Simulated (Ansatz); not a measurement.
**WH2O4 (tungstic acid) at 4 levels**

Wanted: a comparison of 4 runs (PBE0/def2-SVP, wB97M-V/def2-SVP, MP2/def2-SVP, CCSD(T)/def2-SVP) of WH2O4 (tungstic acid). 

The calculation is run with Ansatz 0.2.0.

### 1 Starting point

WH2O4: 7 atoms, total charge 0, spin state singlet. SMILES: `[O]=[W](=[O])([OH])[OH]`. One bond was lengthened or shortened from a relaxed shape.

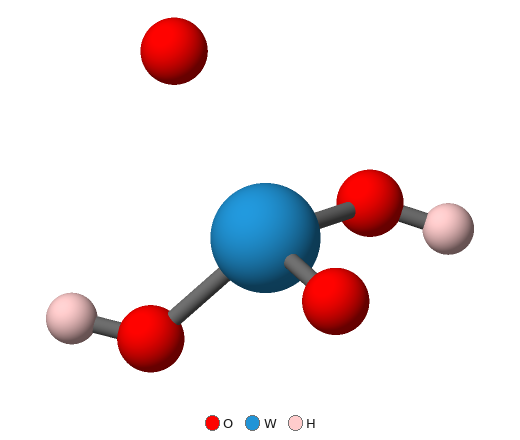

The structure, seen from a chosen angle (oxygen red, tungsten blue, hydrogen pink).

### 2 The energy at PBE0/def2-SVP (core potential) (run 1)

in.yaml reads:

```yaml
crystal:
  periodic: [false, false, false]
  atoms:
    - {symbol: O, position_ang: [-1.862011, 1.110565, -0.586837]}
    - {symbol: W, position_ang: [-0.530981, 0.053115, -0.464917]}
    - {symbol: O, position_ang: [0.838560, 0.682730, 1.599940]}
    - {symbol: O, position_ang: [-1.135511, -1.717685, -0.270787]}
    - {symbol: O, position_ang: [0.524389, 0.231205, -2.011967]}
    - {symbol: H, position_ang: [-2.045461, -2.003185, -0.378397]}
    - {symbol: H, position_ang: [1.471879, 0.383995, -2.016827]}
basis:
  gaussian: {orbitals: def2-SVP}
accuracy: high
hamiltonian: {xc: {name: PBE0}}
output: {orbitals: {seedname: orbitals}}
```

Launch:

```sh
$ ansatz run in.yaml --threads 1 --pin off --max-ram 3480MiB --events-out events.jsonl --progress --plain --runs-dir runs
```

The log of the run:

```text
Warning: RAYON_NUM_THREADS=1 ignored (pool sized by the plan → 1); use --threads N
Functional definition: PBE0
  name "PBE0"
  parameter a = 0.25
  parameter kappa = 0.804
  parameter beta = 0.06672455060314922
  exchange = (1 - a)*pbe_x(kappa = kappa, mu = beta*pi^2/3) + a*exact_x
  correlation = pbe_c(beta = beta)
2146 factors; integrals over basis functions are off by at most 1.3e-8 eV
mean field evaluation 1: about -9995.8150 eV, gradient 1.2e2 eV
mean field evaluation 2: about -9631.3343 eV, gradient 3.2e2 eV
mean field evaluation 4: about -9862.3066 eV, gradient 2.0e2 eV
mean field evaluation 8: about -10029.5701 eV, gradient 1.8e0 eV
mean field evaluation 16: about -10029.7832 eV, gradient 1.1e-2 eV
mean field -10029.78320197 eV, -368.5877342411 hartree, gradient 2.1e-8 eV, S^2 0.000000; 0 other end points of the search recorded, 0 dependent functions left out
reference -10029.78320603 eV, -368.5877343905 hartree; 24, 24 occupied and 74, 74 virtual orbitals, 2146 factors
Total energy: -10029.78320603 eV, -368.5877343905 hartree
```

Run time: 12 s. Hardware: 1 thread of Arm Neoverse V1, shared host; peak memory 0.36 GiB.

### 3 The energy at wB97M-V/def2-SVP (core potential) (run 2)

job.yaml reads:

```yaml
crystal:
  periodic: [false, false, false]
  atoms:
    - {symbol: O, position_ang: [-1.862011, 1.110565, -0.586837]}
    - {symbol: W, position_ang: [-0.530981, 0.053115, -0.464917]}
    - {symbol: O, position_ang: [0.838560, 0.682730, 1.599940]}
    - {symbol: O, position_ang: [-1.135511, -1.717685, -0.270787]}
    - {symbol: O, position_ang: [0.524389, 0.231205, -2.011967]}
    - {symbol: H, position_ang: [-2.045461, -2.003185, -0.378397]}
    - {symbol: H, position_ang: [1.471879, 0.383995, -2.016827]}
basis:
  gaussian:
    orbitals: def2-SVP
accuracy: high
output: {orbitals: {seedname: orbitals}}
hamiltonian:
  xc: {name: wB97M-V}
```

Launch:

```sh
$ ansatz run job.yaml --threads 1 --pin off --max-ram 3480MiB --events-out events.jsonl --progress --plain --runs-dir runs
```

The log of the run (excerpt; [...] marks lines left out):

```text
Warning: RAYON_NUM_THREADS=1 ignored (pool sized by the plan → 1); use --threads N
Functional definition: wB97M-V
  name "wB97M-V"
[...]
  gx(w, u) = 1 - cx + cx01*u + cx10*w
  gss(w, u) = css00 + css04*u^4 + css10*w + css20*w^2 + css43*w^4*u^3
  gos(w, u) = cos00 + cos10*w + (cos20 + cos21*u)*w^2 + (cos60 + cos61*u)*w^6
[...]
      + integral(e_c_pw_mod_opposite_spin*gos(b97_w_opposite, b97_u_opposite)) + vv10(b, c)
2146 factors; integrals over basis functions are off by at most 1.3e-8 eV
402 factors; integrals over basis functions are off by at most 1.9e-9 eV
[...]
mean field -10033.34721031 eV, -368.7187091319 hartree, gradient 8.8e-8 eV, S^2 0.000000; 0 other end points of the search recorded, 0 dependent functions left out
reference -10033.34721726 eV, -368.7187093874 hartree; 24, 24 occupied and 74, 74 virtual orbitals, 2146 factors
Total energy: -10033.34721726 eV, -368.7187093874 hartree
```

Wall time 4 min (1 thread of Arm Neoverse V1, shared host); peak memory 0.76 GiB.

Run 3 isn't shown in full; the table further down has it.

### 4 The energy at CCSD(T)/def2-SVP (core potential) (run 4)

job.yaml reads:

```yaml
crystal:
  periodic: [false, false, false]
  atoms:
    - symbol: O
      position_ang: [-1.862011, 1.110565, -0.586837]
    - symbol: W
      position_ang: [-0.530981, 0.053115, -0.464917]
    - symbol: O
      position_ang: [0.838560, 0.682730, 1.599940]
    - symbol: O
      position_ang: [-1.135511, -1.717685, -0.270787]
    - symbol: O
      position_ang: [0.524389, 0.231205, -2.011967]
    - symbol: H
      position_ang: [-2.045461, -2.003185, -0.378397]
    - symbol: H
      position_ang: [1.471879, 0.383995, -2.016827]
basis:
  gaussian:
    orbitals: def2-SVP
magnetization:
  spin_polarized: false
correlation:
  method: ccsd_t
  frozen_orbitals: {H: 0, O: 1, W: 0}
accuracy: high
scf:
  omitted_lower_state_checks: [cluster_reference, increment]
```

Launch:

```sh
$ ansatz run job.yaml --threads 1 --pin off --max-ram 3480MiB --events-out events.jsonl --progress --plain --runs-dir runs
```

The log of the run:

```text
Warning: RAYON_NUM_THREADS=1 ignored (pool sized by the plan → 1); use --threads N
[... 15 lines left out ...]
4 core orbitals not correlated: weight in the atoms' cores, before any rotation towards them, 1.000 or more for the frozen orbitals, at most 0.000 for the correlated occupied ones
[... 60 lines left out ...]
Total energy: -10009.31649465 eV, -367.8355966200 hartree
Checks for a lower state left out: cluster_reference, increment
```

Wall time 2.5 min (1 thread of Arm Neoverse V1, shared host); peak memory 0.82 GiB.

### 5 Overview of the runs

```tsv
run	level	frozen core orbitals	energy (Eh)	wall time
1	PBE0/def2-SVP (core potential)	–	-368.587734	12 s
2	wB97M-V/def2-SVP (core potential)	–	-368.718709	4 min
3	MP2/def2-SVP (core potential)	4	-367.753105	14 s
4	CCSD(T)/def2-SVP (core potential)	4	-367.835597	2.5 min
```

### 6 Summary of results

| quantity | value |
| --- | --- |
| run 4: total energy | -367.83560 Eh |
| run 4: correlation energy (4 core orbitals frozen) | -1191.8 mEh |
| run 4: (T) correction | -75.25 mEh |
| run 4: T1 diagnostic | 0.087 |

What this shows: Totals of different functionals can't be ranked against each other. In run 4 the T1 diagnostic is large, so a single reference may not serve. In runs 3, 4 the log says that unrestricted orbitals would lower the reference, so the values rest on an unstable closed-shell determinant (other closed-shell runs at this shape may share the fault). All runs together took 6.9 min, the longest 4 min.
